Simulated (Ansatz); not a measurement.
The calculation's input:

```
crystal:
  periodic: [false, false, false]
  atoms:
    - {symbol: B, position_ang: [-1.938228, 1.766628, 0.032689]}
    - {symbol: B, position_ang: [2.342418, 1.280370, 0.123717]}
    - {symbol: B, position_ang: [1.205677, 2.380363, 0.146016]}
    - {symbol: B, position_ang: [0.728522, 0.751708, 0.054447]}
    - {symbol: B, position_ang: [-2.664290, 0.386703, -0.052342]}
    - {symbol: B, position_ang: [1.829049, -1.878996, -0.040638]}
    - {symbol: B, position_ang: [2.117687, -0.301391, 0.041654]}
    - {symbol: B, position_ang: [-0.369292, 2.105070, 0.090304]}
    - {symbol: B, position_ang: [0.401515, -0.944055, -0.035178]}
    - {symbol: B, position_ang: [-1.014135, -2.186324, -0.130652]}
    - {symbol: B, position_ang: [-2.153959, -1.082773, -0.108621]}
    - {symbol: B, position_ang: [-0.957067, 0.371323, -0.008175]}
    - {symbol: B, position_ang: [0.472093, -2.648624, -0.113222]}
basis:
  gaussian: {orbitals: def2-TZVP, initial_orbitals: start.molden}
magnetization: {spin_polarized: true, initial_magnetization: 3}
hamiltonian: {xc: pbe0, dispersion: d4}
scf: {omitted_lower_state_checks: [starts]}
output: {orbitals: {seedname: orbitals}}
```

Command:

```sh
ansatz run in.yaml --threads 4 --pin off --events-out ev --progress --plain --max-ram 6963MiB
```

Geometry: PBE-D4/def2-SVP; ⟨S²⟩ = 3.81, above the pure value of 3.75.

All numbers below come from UKS PBE0-D4/def2-TZVP in Ansatz 0.2.0.

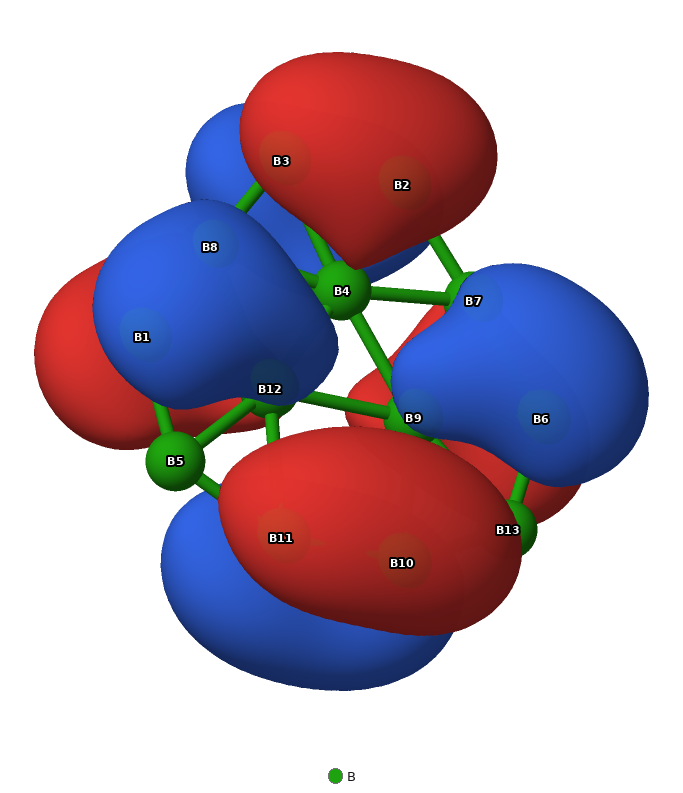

B13 (quartet). The HOMO−1 (α) at ±0.06 Å⁻³ᐟ² (blue and red are the two phases), seen at a tilt.

**Where does this orbital lie, and at what energy?**

By Hirshfeld shares it lies mainly on B11 (about 20 %), B10 (about 20 %), B1 (about 10 %), B6 (about 10 %), B3 (about 10 %) and B2 (about 10 %); it changes sign across the molecular plane (π type); π-bonding across B2–B3 and B10–B11. Its energy is −5.80 eV.
